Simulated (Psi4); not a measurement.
# InH3 (SMILES [H][In]([H])[H]) at B2PLYP/def2-TZVPPD (core potential, density fitting for correlation)

What is the energy change on altering one bond length of InH3 at B2PLYP/def2-TZVPPD (core potential, density fitting for correlation)? 

The results are computed with Psi4 1.11.

## 1. Starting point

InH3: 4 atoms, total charge 0, spin state singlet. SMILES: `[H][In]([H])[H]`. Geometry: a GFN2-xTB relaxation, a rough one for these elements and not checked as a minimum.

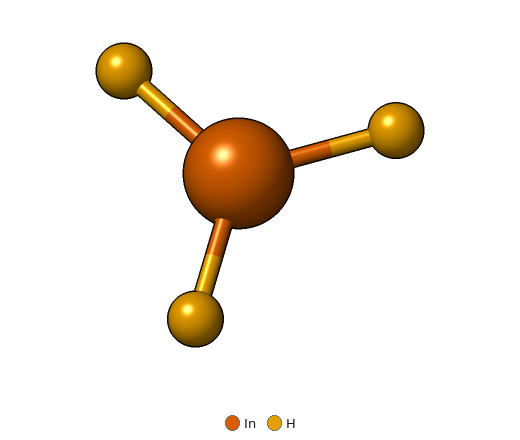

The structure, seen from a chosen angle (indium orange, hydrogen amber).

## 2. A single-point energy at B2PLYP/def2-TZVPPD (core potential, density fitting for correlation)

Input file job.dat:

```
memory 1.6 GB

molecule m {
  0 1
  In     0.000640    -0.000740    -0.000540
  H      1.718930    -0.027790     0.013510
  H     -0.834510     1.501400    -0.017780
  H     -0.885060    -1.472880     0.004810
  units angstrom
  symmetry c1
}

set globals {
  basis                def2-TZVPPD
  reference            rks
  puream               true
  e_convergence        1e-09
  d_convergence        1e-08
  scf_type             pk
  dft_radial_points    99
  dft_spherical_points 590
  num_frozen_docc      4
}

energy("b2plyp")
```

The run is started by

```bash
psi4 -n 1 job.dat job.out
```

job.out:

```text
[...]
    !!!  WARNING: ECP capability is in beta. Please check occupations closely.  !!!
[...]
  Running in c1 symmetry.
[...]
  Nuclear repulsion =   19.933362377118293
[...]
  Multiplicity = 1
[...]
  Nalpha       = 12
  Nbeta        = 12
[...]
    Number of basis functions: 107
[...]
   @RKS iter   1:  -191.48023033474135   -9.18326e-01   4.23241e-03 ADIIS/DIIS
[...]
   @RKS iter   9:  -191.57102726680250   -3.49587e-12   1.93382e-09 DIIS
[...]
    Orbital Energies [Eh]
    ---------------------
    Doubly Occupied:
       1A     -4.967527     2A     -3.315655     3A     -3.303506
       4A     -3.303500     5A     -0.879117     6A     -0.870901
       7A     -0.870896     8A     -0.867102     9A     -0.867065
      10A     -0.487879    11A     -0.340025    12A     -0.339751
[...]
  @RKS Final Energy:  -191.57102726680250
   => Energetics <=
    Nuclear Repulsion Energy =             19.9333623771182928
    One-Electron Energy =                -376.1396691397541190
    Two-Electron Energy =                 173.2043783042264238
    DFT Exchange-Correlation Energy =      -8.5690988083930772
    Empirical Dispersion Energy =           0.0000000000000000
    VV10 Nonlocal Energy =                  0.0000000000000000
    Total Energy =                       -191.5710272668025027
[...]
 Multipole Moments:
 ------------------------------------------------------------------------------------
     Multipole            Electronic (a.u.)      Nuclear  (a.u.)        Total (a.u.)
 ------------------------------------------------------------------------------------
 L = 1.  Multiply by 2.5417464519 to convert [e a0] to [Debye]
 Dipole X            :          0.0053864           -0.0038454            0.0015410
 Dipole Y            :         -0.0064641            0.0044313           -0.0020328
 Dipole Z            :         -0.0043582            0.0032446           -0.0011136
 Magnitude           :                                                    0.0027833
[...]
```

Wall time 9 s (1 thread of Intel Xeon 6975P-C (Granite Rapids), shared host); peak memory 0.6 GiB.

## 3. The distorted shape

Input file calc.in:

```
memory 1600 MB

molecule mol {
  0 1
  In     0.23794486    -0.42720283     0.00386638
  H      3.48504237    -0.47831992     0.03041703
  H     -1.57699535     2.83723480    -0.03359933
  H     -1.43578556    -3.20914424     0.01397641
  units bohr
  symmetry c1
  no_reorient
  no_com
}

set basis def2-TZVPPD
set reference rks
set puream true
set e_convergence 1e-09
set d_convergence 1e-08
set scf_type pk
set dft_radial_points 99
set dft_spherical_points 590
set num_frozen_docc 4

energy_value, wavefunction = energy("b2plyp", return_wfn=True)
```

The run is started by

```bash
psi4 calc.in calc.out -n 1
```

calc.out:

```text
[...]
    !!!  WARNING: ECP capability is in beta. Please check occupations closely.  !!!
[...]
  Running in c1 symmetry.
[...]
  Nuclear repulsion =   19.064935304245036
[...]
  Multiplicity = 1
[...]
  Nalpha       = 12
  Nbeta        = 12
[...]
    Number of basis functions: 107
[...]
   @RKS iter   1:  -191.47230990279033   -9.49728e-01   4.18085e-03 DIIS/ADIIS
[...]
   @RKS iter   9:  -191.56069018909815    5.96856e-13   1.28810e-09 DIIS
[...]
    Orbital Energies [Eh]
    ---------------------
    Doubly Occupied:
       1A     -4.974474     2A     -3.322618     3A     -3.310606
       4A     -3.310394     5A     -0.885104     6A     -0.877754
       7A     -0.877571     8A     -0.874011     9A     -0.870362
      10A     -0.481591    11A     -0.345716    12A     -0.324505
[...]
  @RKS Final Energy:  -191.56069018909815
   => Energetics <=
    Nuclear Repulsion Energy =             19.0649353042450365
    One-Electron Energy =                -374.3111496705221271
    Two-Electron Energy =                 172.2364014837228012
    DFT Exchange-Correlation Energy =      -8.5508773065438319
    Empirical Dispersion Energy =           0.0000000000000000
    VV10 Nonlocal Energy =                  0.0000000000000000
    Total Energy =                       -191.5606901890981533
[...]
 Multipole Moments:
 ------------------------------------------------------------------------------------
     Multipole            Electronic (a.u.)      Nuclear  (a.u.)        Total (a.u.)
 ------------------------------------------------------------------------------------
 L = 1.  Multiply by 2.5417464519 to convert [e a0] to [Debye]
 Dipole X            :         -5.3429568            5.4691035            0.1261468
 Dipole Y            :          9.5951863           -9.8214888           -0.2263025
 Dipole Z            :         -0.0904561            0.0919881            0.0015320
 Magnitude           :                                                    0.2590910
[...]
```

It took 9.3 s on 1 thread of Intel Xeon 6975P-C (Granite Rapids), shared host; peak memory 0.59 GiB.

## 4. Results

Level: B2PLYP/def2-TZVPPD (core potential, density fitting for correlation), 4 core orbitals frozen.

| quantity | value |
| --- | --- |
| first shape: total energy | -191.67013 Eh |
| first shape: HOMO energy (SCF part's orbitals) | -9.25 eV |
| first shape: LUMO energy (SCF part's orbitals) | -1.04 eV |
| first shape: HOMO–LUMO gap (SCF part's orbitals) | 8.21 eV |
| distorted shape: total energy | -191.65926 Eh |
| distorted shape: HOMO energy (SCF part's orbitals) | -8.83 eV |
| distorted shape: LUMO energy (SCF part's orbitals) | -1.10 eV |
| distorted shape: HOMO–LUMO gap (SCF part's orbitals) | 7.73 eV |
| energy change with the In1–H3 bond stretched from 1.719 to 1.977 Å | 0.296 eV |

In words: With the In1–H3 bond stretched from 1.719 to 1.977 Å the energy rises by 0.30 eV (6.8 kcal/mol). The first shape isn't relaxed at this level, so the change isn't measured from a minimum.
